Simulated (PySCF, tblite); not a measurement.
# C4H11P: changes of charge, electronic excitations, EPR parameters, part 3 of 3

tblite 0.8.0 and PySCF 2.14.0. Atoms count from 0. Earlier steps stand in the parts before.

## (17) Electronic excitations: TDDFT PBE0/def2-SVPD

Job settings and geometry (Å):

```
{"job": {"kind": "uv", "xc": "PBE0", "basis": "def2-SVPD", "nstates": 6, "ntriplets": 0}, "charge": 0, "multiplicity": 1}
C     -0.154306     1.147311     0.815489
C      0.038786    -0.075938    -0.076541
C      0.059740    -1.349424     0.771700
C     -1.086451    -0.158267    -1.110247
P      1.666260    -0.020645    -1.033183
H     -1.112727     1.078832     1.359853
H     -0.169044     2.077763     0.227170
H      0.649988     1.232746     1.562411
H      0.205467    -2.247800     0.151722
H     -0.896261    -1.462272     1.310226
H      0.863732    -1.321606     1.524434
H     -0.971098    -1.035174    -1.766216
H     -1.119580     0.740447    -1.746701
H     -2.062153    -0.242075    -0.602595
H      1.563723     1.334278    -1.480253
H      2.508526     0.324969     0.070100
```

With the program's defaults for keys left out, this is: TDDFT PBE0/def2-SVPD, vertical, gas phase, core orbitals frozen in the response.

The program printed:

```text
coarse grid: 12792 points
cycle   1  E = -499.7619302251  dE =  1.023e-01  |g| = 3.478e-01  |ddm| = 7.377e+00
cycle   2  E = -499.7507181111  dE =  1.121e-02  |g| = 4.101e-01  |ddm| = 1.878e+00
cycle   3  E = -499.7965200083  dE = -4.580e-02  |g| = 5.001e-02  |ddm| = 9.155e-01
cycle   4  E = -499.7970676471  dE = -5.476e-04  |g| = 2.239e-02  |ddm| = 1.267e-01
cycle   5  E = -499.7971913179  dE = -1.237e-04  |g| = 2.722e-03  |ddm| = 4.679e-02
cycle   6  E = -499.7971934172  dE = -2.099e-06  |g| = 7.128e-04  |ddm| = 1.124e-02
final grid: 115856 points
cycle   7  E = -499.8596699505  dE = -4.239e-05  |g| = 7.983e-03  |ddm| = 2.205e-01
cycle   8  E = -499.8596588668  dE =  1.108e-05  |g| = 1.019e-02  |ddm| = 4.443e-02
cycle   9  E = -499.8596869038  dE = -2.804e-05  |g| = 1.016e-03  |ddm| = 2.006e-02
cycle  10  E = -499.8596871702  dE = -2.664e-07  |g| = 2.227e-04  |ddm| = 2.570e-03
cycle  11  E = -499.8596871820  dE = -1.181e-08  |g| = 3.844e-05  |ddm| = 8.348e-04
cycle  12  E = -499.8596871824  dE = -4.218e-10  |g| = 6.434e-06  |ddm| = 2.161e-04
converged SCF energy = -499.8596871824

Static polarisability (au): isotropic 78.069, principal 74.548 74.554 85.104

Singlet excitations
state   eV       nm        f      main configurations
  1   6.2223    199.3   0.03890   H->L 0.96
  2   6.8989    179.7   0.03782   H->L+1 0.95
  3   7.0211    176.6   0.16532   H->L+2 0.88
  4   7.6925    161.2   0.01596   H->L+5 0.48, H->L+3 0.43
  5   7.8142    158.7   0.00034   H->L+4 0.98
  6   7.8478    158.0   0.00802   H-1->L 0.54, H->L+3 0.28, H->L+5 0.15
```

It took 15 s on 1 thread of Arm Neoverse V2, shared host; peak memory 0.87 GiB.

The orbitals next to the gap, with their largest atomic shares:

```
orbital     eV                        atoms
 HOMO−3  -9.60    C0 23 %, C1 19 %, C3 13 %
 HOMO−2  -9.51    C1 22 %, C2 19 %, C3 19 %
 HOMO−1  -8.74    P4 26 %, C1 23 %, C3 10 %
   HOMO  -7.05    P4 63 %, C1 11 %, H15 7 %
   LUMO   0.32      P4 23 %, C3 9 %, C2 9 %
 LUMO+1   1.07  P4 47 %, H14 13 %, H15 13 %
 LUMO+2   1.10      P4 34 %, H5 9 %, C1 9 %
```

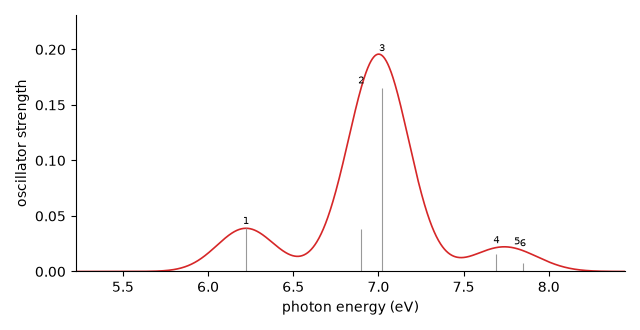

Absorption spectrum from the 6 singlet states computed; above the last one it falls off for lack of states. Lines are broadened to a width of 0.40 eV (Gaussian).

Ground-state properties from the same run:

```
           property  computed
  dipole moment (D)      1.28
polarisability (Å³)     11.57
 HOMO–LUMO gap (eV)      7.36
      −ε(HOMO) (eV)      7.05
```

## (18) EPR parameters (C4H11P+ (doublet), CC(C)(C)[PH2+]): UKS B3LYP, pcH-1 on C H P

Job settings and geometry (Å):

```
{"job": {"kind": "epr", "basis": "pcH-1"}, "charge": 1, "multiplicity": 2}
C     -0.176732     1.154180     0.836968
C     -0.022916    -0.095622    -0.050484
C      0.061370    -1.378305     0.774580
C     -1.095907    -0.164503    -1.135221
P      1.613345     0.185717    -0.863004
H     -1.146684     1.044787     1.355161
H     -0.221492     2.091215     0.262026
H      0.598074     1.231147     1.614390
H      0.207369    -2.266739     0.143716
H     -0.894811    -1.502271     1.306032
H      0.855954    -1.340878     1.534972
H     -0.965771    -1.037892    -1.790095
H     -1.134091     0.746361    -1.751529
H     -2.073283    -0.264955    -0.638478
H      1.659763     1.355925    -1.658541
H      2.694106     0.265817     0.047935
```

Method: UKS B3LYP, pcH-1 on C H P, non-relativistic, mean-field spin-orbit, GIAO.

The program printed:

```text
UKS, coarse grid
  cycle   1  E = -500.05590721  |g| = 3.39e-01
  cycle   2  E = -500.01585852  |g| = 4.23e-01
  cycle   3  E = -500.11071320  |g| = 6.71e-02
  cycle   4  E = -500.11264034  |g| = 3.25e-02
  cycle   5  E = -500.11315246  |g| = 5.77e-03
  cycle   6  E = -500.11316938  |g| = 1.91e-03
  cycle   7  E = -500.11317184  |g| = 9.13e-04
UKS, final grid
  cycle   1  E = -500.11318193  |g| = 1.18e-03
  cycle   2  E = -500.11318125  |g| = 1.67e-03
  cycle   3  E = -500.11318264  |g| = 1.08e-04
  cycle   4  E = -500.11318264  |g| = 4.28e-05
  cycle   5  E = -500.11318265  |g| = 1.40e-05
E = -500.11318265 Eh   <S^2> = 0.7523 (exact 0.7500)
g shifts (ppm)      1          2          3
  rmc          -187       -187       -187
  gc              3         48         60
  oz_so         -45       4040       6819
  total        -229       3902       6692
hyperfine (MHz)  atom isotope    a_iso     a_fc   dipolar eigenvalues
    0   13C      39.64      39.67     -6.94     -6.81     13.74
    1   13C       0.70       0.59     -8.82     -8.60     17.42
    2   13C      -1.16      -1.16     -0.63     -0.35      0.97
    3   13C      -1.12      -1.12     -0.63     -0.35      0.98
    4   31P     726.74     729.57   -305.96   -299.03    604.98
    5    1H     102.12     102.12     -4.04     -2.42      6.46
    6    1H       3.47       3.47     -5.28     -1.55      6.83
    7    1H       3.46       3.46     -5.29     -1.54      6.83
    8    1H      -0.02      -0.02     -2.84     -2.06      4.90
    9    1H      -1.52      -1.52     -1.77     -0.92      2.68
   10    1H      -0.28      -0.29     -2.63     -1.51      4.15
   11    1H      -0.02      -0.02     -2.84     -2.06      4.90
   12    1H      -0.29      -0.30     -2.64     -1.51      4.15
   13    1H      -1.56      -1.56     -1.77     -0.92      2.69
   14    1H      18.47      18.40    -13.82     -0.11     13.94
   15    1H      18.39      18.32    -13.83     -0.11     13.94
```

Wall time 37 s (1 thread of Arm Neoverse V2, shared host); peak memory 0.96 GiB.

Principal g values 2.00209, 2.00622, 2.00901; g(iso) = 2.00577, against 2.00232 for a free electron.

Mean a(iso) over the nuclei that a row names, and the largest dipolar term of the row (other rows stand at the frozen geometry):

```
                       nuclei  isotope  a(iso) (MHz)  a(iso) (G, at g = 2.0023)  largest dipolar term (MHz)
                           P4      31P         726.7                      259.3                       605.0
                     H14, H15       1H          18.4                        6.6                        13.9
                   C0, C2, C3      13C          12.5                        4.4                        13.7
H5, H6, H7, H8, H9 and 4 more       1H          11.7                        4.2                         6.8
                           C1      13C           0.7                        0.3                        17.4
```

Mulliken spin populations:

C0 0.04; C1 0.03; C2 0.00; C3 0.00; P4 0.90; H5 0.04; H6 0.00; H7 0.00; H8 0.00; H9 0.00; H10 0.00; H11 0.00; H12 0.00; H13 0.00; H14 0.00; H15 0.00

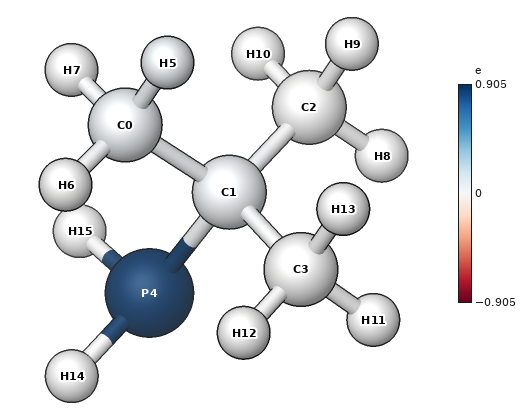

Mulliken spin populations, as colours on the atoms.

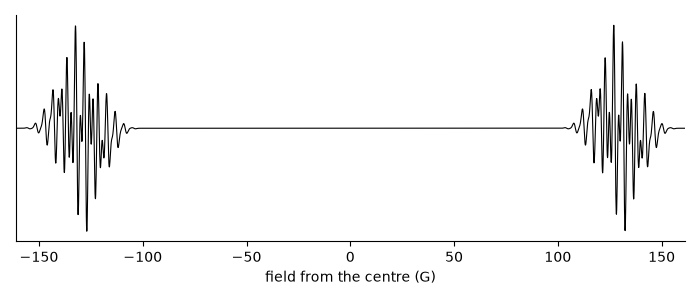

First-order isotropic spectrum (first derivative, main isotopes with spin only, couplings over 0.8 MHz, Gaussian width 0.8 G; couplings of the frozen geometry, rotation of groups not averaged beyond the rows shown).

## (19) Spectra of the species

Job settings and geometry (Å):

```
{"job": {"kind": "rx", "dirs": [1], "geom": {"xc": "PBE0", "basis": "def2-SVP", "d3": "d3bj", "grid": 1}, "hess": 1, "level": {"xc": "wB97X", "basis": "ma-def2-TZVP", "d3": "d3bj", "solvents": ["N,N-dimethylformamide"]}, "spectra": true}, "charge": 0, "multiplicity": 1}
C     -0.154306     1.147311     0.815489
C      0.038786    -0.075938    -0.076541
C      0.059740    -1.349424     0.771700
C     -1.086451    -0.158267    -1.110247
P      1.666260    -0.020645    -1.033183
H     -1.112727     1.078832     1.359853
H     -0.169044     2.077763     0.227170
H      0.649988     1.232746     1.562411
H      0.205467    -2.247800     0.151722
H     -0.896261    -1.462272     1.310226
H      0.863732    -1.321606     1.524434
H     -0.971098    -1.035174    -1.766216
H     -1.119580     0.740447    -1.746701
H     -2.062153    -0.242075    -0.602595
H      1.563723     1.334278    -1.480253
H      2.508526     0.324969     0.070100
```

The program printed:

```text
uv CC(C)(C)P +0: TDDFT PBE0/def2-SVPD, vertical, gas phase, core orbitals frozen in the response
epr CC(C)(C)[PH2+] +1: UKS B3LYP, pcH-1 on C H P, non-relativistic, mean-field spin-orbit, GIAO
```

It took 52 s on 1 thread of Arm Neoverse V2, shared host; peak memory 0.96 GiB.

This step only lists the spectra that were run on the species above.

## (20) Results

The summary covers parts 1 to 3.

| quantity | value |
| --- | --- |
| strongest single infrared mode (GFN2-xTB) | 2315 cm⁻¹, 196 km/mol |
| zero-point energy (GFN2-xTB) | 86.2 kcal/mol |
| point group | Cs |
| rotational constants (main isotopes) | 4.41, 2.87, 2.87 GHz |
| surface potential, least and greatest | -1.03 V and 0.69 V |
| ionisation energy (wB97X-D3(BJ)/ma-def2-TZVP) | vertical 9.32 eV, adiabatic 8.58 eV |
| lowest singlet (PBE0/def2-SVPD) | 6.22 eV (199 nm), f = 0.039 |
| brightest single state of those computed | state 3, 7.02 eV, f = 0.165 |

In words: All 42 modes are real, so the xTB geometry is a minimum. The strongest single mode, at 2315 cm⁻¹, moves mainly H14 and H15. GFN2-xTB is a fitted tight-binding method: band positions and strengths are rough. Its intensities can rank the bands wrongly. Over 3 steps the energy fell by 0.064 eV; of the close pairs, P4–H14 changed most, 1.396 to 1.430 Å (PBE0/def2-SVP). At wB97X-D3(BJ)/ma-def2-TZVP, relaxation with the zero-point term after oxidation moves the energy taken up from 9.32 eV (vertical) to 8.58 eV (adiabatic, with zero-point energy). The first singlet state (HOMO→LUMO 0.96) lies at 6.22 eV and is weak; of the 6 states computed, the strongest absorption comes from state 3 at 7.02 eV.
